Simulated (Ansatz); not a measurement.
SnH4O2Cl2: several calculations on one system

Part 1: Relaxation

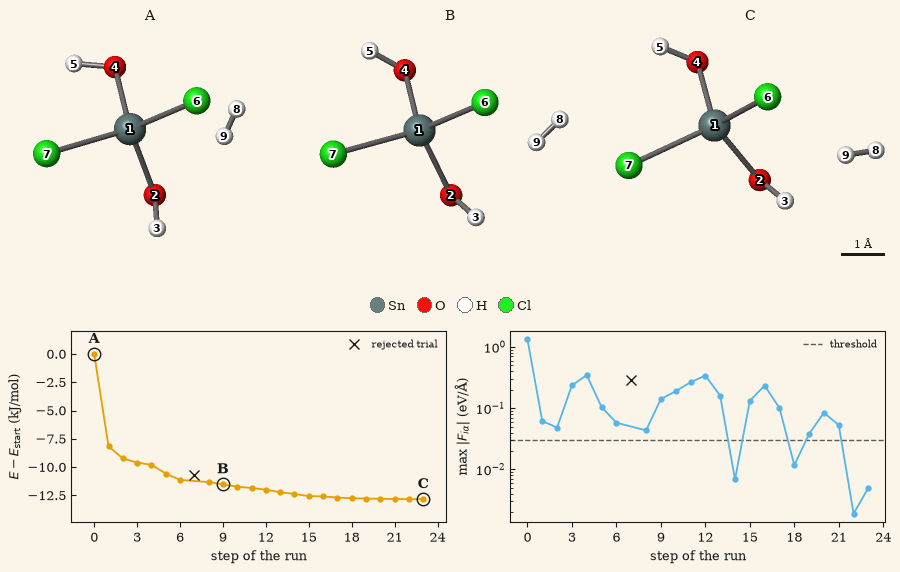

Frames of a relaxation of SnH4O2Cl2, marked on the history of the run. A ball-and-stick model, seen at a tilt.

The run prepares an end point of a later path (reaction) calculation, from a guessed geometry.

Level of theory: Ansatz, RKS PBE/def2-SVP. Settings: no spin polarisation; force threshold 0.03 eV/Å; at most 50 steps.

Describe the path.

Answer. H8 moves most after the best rigid fit: 1.68 Å. By element the largest moves are H 1.68 Å, Cl 0.83 Å, O 0.49 Å, Sn 0.42 Å. Some distances before and after: H8–H9 0.723 → 0.770 Å, Sn1–O2 1.974 → 1.990 Å, Sn1–Cl6 2.345 → 2.359 Å, Sn1–Cl7 2.365 → 2.359 Å. Bond angles that change, for instance: O2–Sn1–Cl6 113.0° → 109.1°, O2–Sn1–Cl7 108.6° → 112.0°, O4–Sn1–Cl6 110.4° → 112.7°. Groups turn about Sn1–O4 by about 40°, Sn1–O2 by about 40°. The energy falls by 12.8 kJ/mol in 22 accepted moves (23 points after the start). The largest force component goes from 1.3 to 0.0051 eV/Å. The line search rejected the trial step at point 7 of the run. The forces were under the threshold at step 14, but the run went on from there. Cost: 23 s on 4 threads of Arm Neoverse V2, on a shared host, peak memory 0.17 GiB. From step 0 to 9: H8 moves most (0.74 Å), energy −11.5 kJ/mol. From step 9 to 23: H8 moves most (0.97 Å), energy −1.31 kJ/mol.

Limits of the set-up: the start holds two separate molecules, 2.2 Å apart at their closest, whose relative position is a soft coordinate and is computed without a dispersion correction.

Part 2: Relaxation

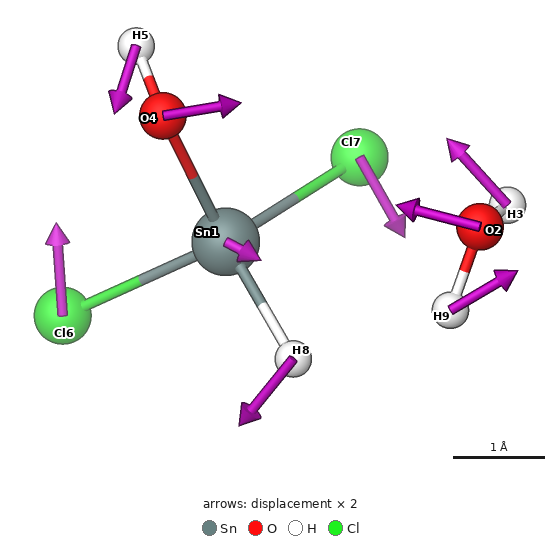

A relaxation of SnH$_{4}$O$_{2}$Cl$_{2}$. The starting structure is drawn; purple arrows show the displacements, 2 times their true length. The two geometries are superimposed by the best rigid fit.

The picture is a ball-and-stick view, seen at a tilt.

The run prepares an end point of a later path (reaction) calculation, from a guessed geometry.

Computed with RKS PBE/def2-SVP in Ansatz. (no spin polarisation; force threshold 0.03 eV/Å; at most 50 steps)

Q: Describe the change and its energy.

A: The atom that moves furthest after the best rigid fit is Cl6 (0.54 Å). By element the largest moves are Cl 0.54 Å, H 0.51 Å, O 0.50 Å, Sn 0.23 Å. Among the contacts that change: Sn1–O2 3.153 → 2.510 Å, Sn1–Cl6 2.366 → 2.394 Å, Sn1–Cl7 2.379 → 2.404 Å, Sn1–H8 1.734 → 1.719 Å. Among the angles between lasting bonds that change: O4–Sn1–H8 111.8° → 122.6°, O4–Sn1–Cl6 108.1° → 99.0°, Cl6–Sn1–H8 110.0° → 104.1°. Groups turn about Sn1–O4 by about 60°. After 12 accepted moves (13 points after the start) the energy has fallen by 7.75 kcal/mol. The largest force component goes from 0.68 to 0.022 eV/Å. The line search rejected the trial step at point 8 of the run. Cost: 15 s on 4 threads of Arm Neoverse V2 (shared host), peak memory 0.17 GiB.

Part 3: Path

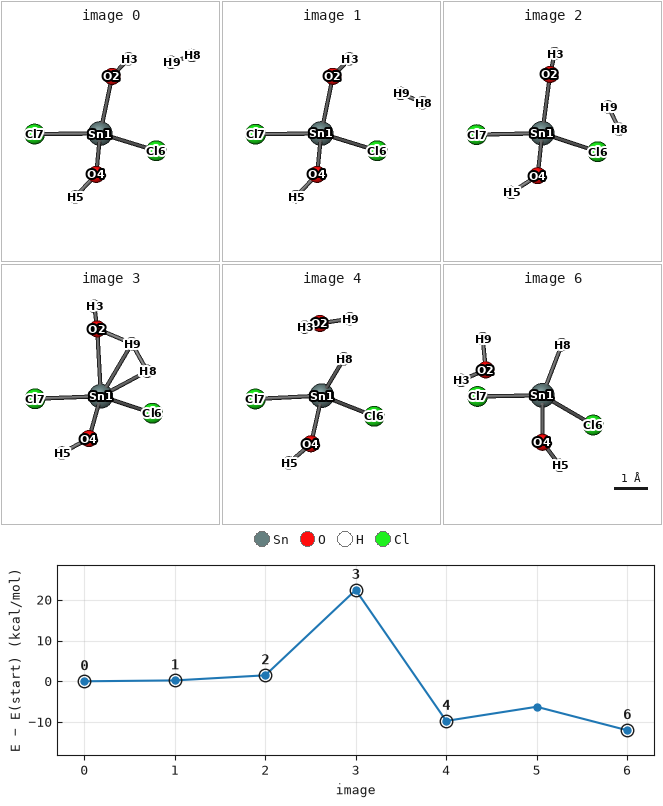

A search for the minimum-energy path of SnH4O2Cl2, made up at the start of SnH2O2Cl2 and H2 by the nudged elastic band. Images are numbered from 0 (start) to 6 (end). The picture is a ball-and-stick view, seen from a free direction.

Theory: RKS PBE/def2-SVP (Ansatz). Settings: 5 movable images; climbing image; force threshold 0.05 eV/Å; iteration limit 60; starting path through a guess of the saddle point.

### What happens along the path, and what is the barrier?

The highest point, image 3, lies 22.4 kcal/mol above the start and 34.4 kcal/mol above the end; the end is at −12.0 kcal/mol relative to the start. The profile has 2 maxima (images 3, 5) with a dip at image 4 (−9.7 kcal/mol), so the process runs in steps. The path has more than one stage, and so few images may leave a stage unresolved. Breaking: H8–H9 (0.77 → 1.01 at the top → 2.76 Å). Forming: O2–H9 (2.46 → 1.28 at the top → 0.98 Å), Sn1–H8 (4.66 → 2.04 at the top → 1.72 Å). The band converged in 24 iterations. The largest component of the band force went from 13 to 0.041 eV/Å. The climbing image converged on the top of the path. Its vibrational analysis gives one imaginary mode (1201i cm⁻¹), as a transition state must have.

Limits of the set-up: the start holds two separate molecules, 2.5 Å apart at their closest, whose relative position is a soft coordinate and is computed without a dispersion correction.

Cost: 120 s on 4 threads of Arm Neoverse V2, on a shared host, peak memory 0.17 GiB.
